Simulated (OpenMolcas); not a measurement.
# C2H6Ga (SMILES C[Ga]C): levels of theory compared

Wanted: a comparison of 6 runs (UHF/3-21G, U-revPBE/6-31G*, UB3LYP/6-31G*, UBHLYP/6-31G*, UTPSS/6-31G*, ROCCSD(T)/6-31G*) of C2H6Ga. 

The results are computed with OpenMolcas 26.06.

2 further runs of the same task are left out: 1 that didn't finish, 1 set aside as unsound or not needed.

### 1 Starting point

The species is C2H6Ga (9 atoms), meant as a doublet with charge 0. SMILES: `C[Ga]C`. The coordinates come from a PBE0-D4/def2-TZVP relaxation.

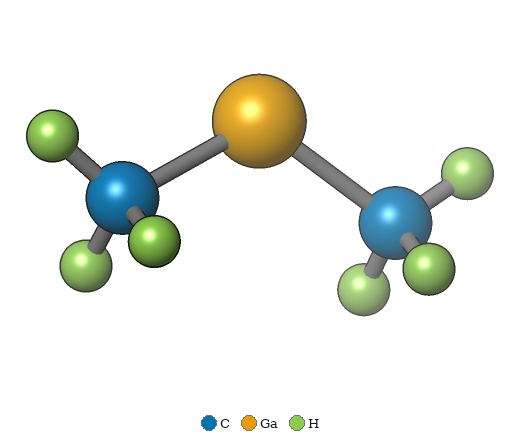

Viewed from a chosen angle; carbon blue, gallium amber, hydrogen green.

### 2 Energy and forces at UHF/3-21G (run 1)

Input file calc.inp:

```
&gateway
baslib=$CurrDir
coord
9
angstrom
C       -1.246620       1.163020       0.175280
Ga       0.456630       0.385560       0.873010
C        1.273950      -1.139610      -0.126050
H       -2.014290       0.382510       0.177460
H       -1.092470       1.479700      -0.861100
H       -1.602690       2.011340       0.758180
H        2.201980      -1.496820       0.318200
H        1.469380      -0.822030      -1.155250
H        0.554120      -1.963680      -0.159730
basis=3-21G
group=NoSym
&seward
&scf
uhf
spin=2
thresholds=1e-10 1e-07 1e-07 1e-05
prorbitals=1 1
&alaska
```

The basis set 3-21G is read from a file made from the Basis Set Exchange's data (not shown).

The run is started by

```bash
$ export MOLCAS_MEM=1860
$ pymolcas calc.inp > calc.log
```

The program printed:

```text
--- Start Module: gateway ---
[...]
--- Stop Module: gateway /rc=_RC_ALL_IS_WELL_ ---
[...]
      Basis functions           52
[...]
--- Start Module: scf ---
[...]
       Convergence after  14 Iterations
[...]
::    Total SCF energy                              -1992.6144064533
[...]
      Total spin, S                                     0.5016415171
[...]
      Total electronic charge=   49.000000
      Total            charge=   -0.000000
[...]
      Dipole Moment (debye):
      Origin of the operator (angstrom)=    0.3164    0.2672    0.6046
                   X= -7.9084E-02               Y= -6.7000E-02               Z= -1.4958E-01           Total=  1.8198E-01
      Quadrupole Moment (debye*angstrom):
[...]
--- Stop Module: scf /rc=_RC_ALL_IS_WELL_ ---
[...]
--- Start Module: alaska ---
[...]
 *              Molecular gradients               *
 **************************************************
  Irreducible representation: a
 ------------------------------------------------------------------------------------------
                              X                       Y                       Z
 ------------------------------------------------------------------------------------------
  C1               -2.84080839339218E-03    2.13017000948668E-03   -3.53164289200514E-04
  GA2              -2.58061164046808E-05   -4.35156211660015E-05    1.07729229959830E-04
  C3                2.25816317255045E-03   -2.59927880618527E-03   -9.23206930557363E-04
  H4               -1.31929499534289E-03   -4.92916853926095E-03    1.05540336844348E-03
  H5                3.17450850306816E-03    4.73810938497854E-04   -4.17170669491274E-03
  H6               -6.06999283405463E-04    3.84192063437094E-03    3.59273416335726E-03
  H7                4.24891620754986E-03   -7.33789404267826E-04    3.07681617229694E-03
  H8               -1.84075298160669E-04    3.75028797776905E-03   -3.66832374957937E-03
[...]
--- Stop Module: alaska /rc=_RC_ALL_IS_WELL_ ---
[...]
```

It took 3.6 s on 1 thread of Arm Neoverse V1, shared host; peak memory 0.38 GiB.

### 3 Energy and forces at U-revPBE/6-31G(d) (spherical functions) (run 2)

Input file test.inp:

```
&GATEWAY
BasLib=$CurrDir
Coord
9
bohr
C     -2.35577038     2.19778928     0.33123120
Ga     0.86290564     0.72860280     1.64974980
C      2.40741660    -2.15355079    -0.23819998
H     -3.80645644     0.72283914     0.33535080
H     -2.06446910     2.79622775    -1.62724317
H     -3.02864516     3.80088174     1.43275255
H      4.16113913    -2.82857986     0.60131085
H      2.77672577    -1.55341157    -2.18310611
H      1.04713504    -3.71081740    -0.30184595
Basis=6-31Gs
Group=NoSym
&SEWARD
GridInput
Grid=UltraFine
End of Grid
&SCF
UHF
Spin=2
KSDFT=revPBE
Thresholds=1e-10 1e-07 1e-07 1e-05
PrOrbitals=1 1
&ALASKA
```

The basis set 6-31G* is read from a file made from the Basis Set Exchange's data (not shown).

The run is started by

```bash
$ export MOLCAS_MEM=1860
$ pymolcas test.inp > test.log
```

The program printed:

```text
--- Start Module: gateway ---
[...]
--- Stop Module: gateway /rc=_RC_ALL_IS_WELL_ ---
[...]
      Basis functions           72
[...]
--- Start Module: scf ---
[...]
       Convergence after  16 Iterations
[...]
::    Total KS-DFT energy                           -2004.1941221202
[...]
      Total spin, S                                     0.5006613123
[...]
      Total electronic charge=   49.000000
      Total            charge=   -0.000000
[...]
      Dipole Moment (debye):
      Origin of the operator (angstrom)=    0.3164    0.2672    0.6046
                   X= -3.9969E-01               Y= -3.3766E-01               Z= -7.6305E-01           Total=  9.2521E-01
      Quadrupole Moment (debye*angstrom):
[...]
--- Stop Module: scf /rc=_RC_ALL_IS_WELL_ ---
[...]
--- Start Module: alaska ---
[...]
 *              Molecular gradients               *
 **************************************************
  Irreducible representation: a
 ------------------------------------------------------------------------------------------
                              X                       Y                       Z
 ------------------------------------------------------------------------------------------
  C1                3.80533328357302E-04   -3.04779343639261E-04    5.98951280794680E-06
  GA2              -3.26406131490931E-03   -2.76149009278370E-03   -6.22647992500269E-03
  C3               -3.30017081022760E-04    3.50801517443600E-04    9.30965089223079E-05
  H4                5.21313797137779E-03    5.39428080892890E-03   -2.22879045929658E-04
  H5               -1.22877718486453E-03   -2.30207859296594E-03    7.05367457761508E-03
  H6                2.23493539999353E-03   -5.94648577776136E-03   -4.31742922266576E-03
  H7               -6.50896281381330E-03    2.27902830090154E-03   -3.37958721085019E-03
  H8               -1.45395716557450E-03   -2.35178662525942E-03    6.98075017708977E-03
[...]
--- Stop Module: alaska /rc=_RC_ALL_IS_WELL_ ---
[...]
```

It took 41 s on 1 thread of Arm Neoverse V1, shared host; peak memory 0.42 GiB.

### 4 Energy and forces at UB3LYP/6-31G(d) (spherical functions) (run 3)

Input file job.inp:

```
>>> EXPORT MOLCAS_PRINT=2

&GATEWAY
  BasLib=$CurrDir
  BasisSet
  C.6-31Gs....
  C1 -1.246620 1.163020 0.175280 angstrom
  C3 1.273950 -1.139610 -0.126050 angstrom
  End of Basis
  BasisSet
  Ga.6-31Gs....
  Ga2 0.456630 0.385560 0.873010 angstrom
  End of Basis
  BasisSet
  H.6-31Gs....
  H4 -2.014290 0.382510 0.177460 angstrom
  H5 -1.092470 1.479700 -0.861100 angstrom
  H6 -1.602690 2.011340 0.758180 angstrom
  H7 2.201980 -1.496820 0.318200 angstrom
  H8 1.469380 -0.822030 -1.155250 angstrom
  H9 0.554120 -1.963680 -0.159730 angstrom
  End of Basis

&SEWARD
  GridInput
  Grid=UltraFine
  End of Grid

&SCF
  UHF
  Spin=2
  KSDFT=B3LYP
  Thresholds=1e-10 1e-07 1e-07 1e-05
  PrOrbitals=1

&ALASKA
```

The basis set 6-31G* is read from a file made from the Basis Set Exchange's data (not shown).

The run is started by

```bash
$ export MOLCAS_MEM=1860
$ pymolcas job.inp > job.log
```

The program printed:

```text
--- Start Module: gateway ---
[...]
--- Stop Module: gateway /rc=_RC_ALL_IS_WELL_ ---
[...]
      Basis functions           72
[...]
--- Start Module: scf ---
[...]
       Convergence after  12 Iterations
[...]
::    Total KS-DFT energy                           -2004.4111187592
[...]
      Total spin, S                                     0.5008309920
[...]
      Total electronic charge=   49.000000
      Total            charge=   -0.000000
[...]
      Dipole Moment (debye):
      Origin of the operator (angstrom)=    0.3164    0.2672    0.6046
                   X= -3.4133E-01               Y= -2.8834E-01               Z= -6.5183E-01           Total=  7.9027E-01
      Quadrupole Moment (debye*angstrom):
[...]
--- Stop Module: scf /rc=_RC_ALL_IS_WELL_ ---
[...]
--- Start Module: alaska ---
[...]
 *              Molecular gradients               *
 **************************************************
  Irreducible representation: a
 ------------------------------------------------------------------------------------------
                              X                       Y                       Z
 ------------------------------------------------------------------------------------------
  C1                3.21390847480352E-03   -1.23713045633522E-03    1.50573071250992E-03
  C3               -1.30519290985109E-03    2.86127278305415E-03    2.06571389376276E-03
  GA2              -2.54506298380974E-03   -2.15577875943662E-03   -4.83837230115824E-03
  H4                1.54402642801621E-03    1.48852120698217E-03   -2.16898506706642E-04
  H5               -3.83302909366556E-04   -8.39893997517382E-04    1.96386607978472E-03
  H6                4.92770012483934E-04   -1.61828544706744E-03   -1.26370419123267E-03
  H7               -1.76768570724040E-03    5.23364858802333E-04   -1.02748423903143E-03
  H8               -5.89169381395305E-04   -7.12511304943986E-04    1.95004139666199E-03
[...]
--- Stop Module: alaska /rc=_RC_ALL_IS_WELL_ ---
[...]
```

It took 36 s on 1 thread of Arm Neoverse V1, shared host; peak memory 0.42 GiB.

Runs 4 to 5 aren't shown in full; the table further down has their settings and results.

### 5 A single-point energy at ROCCSD(T)/6-31G(d) (spherical functions) (run 6)

Input file geom.xyz:

```xyz
9

C     -1.246620     1.163020     0.175280
Ga     0.456630     0.385560     0.873010
C      1.273950    -1.139610    -0.126050
H     -2.014290     0.382510     0.177460
H     -1.092470     1.479700    -0.861100
H     -1.602690     2.011340     0.758180
H      2.201980    -1.496820     0.318200
H      1.469380    -0.822030    -1.155250
H      0.554120    -1.963680    -0.159730
```

Input file test.inp:

```
&GATEWAY
BasLib = $CurrDir
Coord = geom.xyz
Basis = 6-31Gs
Group = NoSym
&SEWARD
&SCF
UHF
Spin = 2
Thresholds = 1e-10 1e-07 1e-07 1e-05
PrOrbitals = 1 2
&RASSCF
FileOrb = $Project.UnaOrb
Spin = 2
Nactel = 1 0 0
Inactive = 24
Ras2 = 1
OutOrbitals = Canonical
OrbListing = NoCore
&MOTRA
JobIph
Frozen = 11
&CCSDT
CCT
Triples = 3
Iterations = 80
Accuracy = 1e-08
Extrapolation = 5 4
```

The basis set 6-31G* is read from a file made from the Basis Set Exchange's data (not shown).

The run is started by

```bash
$ export MOLCAS_MEM=1860
$ pymolcas test.inp > test.log
```

The program printed:

```text
--- Start Module: gateway ---
[...]
--- Stop Module: gateway /rc=_RC_ALL_IS_WELL_ ---
[...]
      Basis functions           72
[...]
       Convergence after  16 Iterations
[...]
::    Total SCF energy                              -2002.1582830427
[...]
      Total spin, S                                     0.5027305672
[...]
      Number of active orbitals                  1
[...]
      Spin quantum number                      0.5
[...]
      Active orbitals                            1
[...]
      Number of CSFs                             1
[...]
      Number of root(s) required                 1
[...]
      Convergence after  8 iterations
[...]
      printout of CI-coefficients larger than  0.05 for root  1
      energy=   -2002.156796
      conf/sym  1     Coeff  Weight
             1  u   1.00000 1.00000
      Natural orbitals and occupation numbers for root  1
      sym 1:   1.000000
      ************************************************************************************************************************
      *                                                    Final results                                                     *
[...]
::    RASSCF root number  1 Total energy:  -2002.15679636
[...]
      Total electronic charge=   49.000000
      Total            charge=   -0.000000
[...]
      Dipole Moment (debye):
      Origin of the operator (angstrom)=    0.3164    0.2672    0.6046
                   X= -1.5357E-01               Y= -1.2950E-01               Z= -2.9547E-01           Total=  3.5729E-01
      Quadrupole Moment (debye*angstrom):
[...]
--- Start Module: motra ---
[...]
      *** WARNING: Default frozen orbitals is overwritten by user input.
      *** Default values:  16
[...]
--- Stop Module: motra /rc=_RC_ALL_IS_WELL_ ---
--- Start Module: ccsdt ---
[...]
      Convergence after                    19  Iterations
      Total energy (diff) :   -2002.66743293       0.00000001
[...]
 METHOD                       : CCSD+T(CCSD)+<T3(1)WT1>+<T3(1)UT2> = CCSD(T)
[...]
       CCSD     =     -2002.6674329310313
[...]
--- Stop Module: ccsdt /rc=_RC_ALL_IS_WELL_ ---
[...]
```

Wall time 35 s (1 thread of Arm Neoverse V1, shared host); peak memory 0.42 GiB.

### 6 Overview of the runs

| run | level | integration grid | task | energy (Eh) | dipole moment (D) | HOMO energy (eV) | LUMO energy (eV) | wall time |
| --- | --- | --- | --- | --- | --- | --- | --- | --- |
| 1 | UHF/3-21G | – | gradient | -1992.614406 | 0.18 | -7.10 | 1.44 | 3.6 s |
| 2 | U-revPBE/6-31G* (spherical functions) | UltraFine | gradient | -2004.194122 | 0.93 | -3.76 | -2.48 | 41 s |
| 3 | UB3LYP/6-31G* (spherical functions) | UltraFine | gradient | -2004.411119 | 0.79 | -4.55 | -2.13 | 36 s |
| 4 | UBHLYP/6-31G* (spherical functions) | UltraFine | gradient | -2004.273018 | 0.60 | -5.66 | -1.05 | 37 s |
| 5 | UTPSS/6-31G* (spherical functions) | UltraFine | energy | -2004.366909 | 0.85 | -3.91 | -2.57 | 46 s |
| 6 | ROCCSD(T)/6-31G* (spherical functions) | – | energy | -2002.680217 | – | – | – | 35 s |

### 7 Outcome

| quantity | value |
| --- | --- |
| run 6: total energy | -2002.68022 Eh |
| run 6: (T) correction | -12.78 mEh |

Over runs 1, 2, 3, 4, 5 the dipole moment (its size) runs from 0.18 D (UHF/3-21G) to 0.93 D (U-revPBE/6-31G*). The two ends differ in method and basis. Totals of different functionals can't be ranked against each other. All runs together took 3.3 min, the longest 46 s.
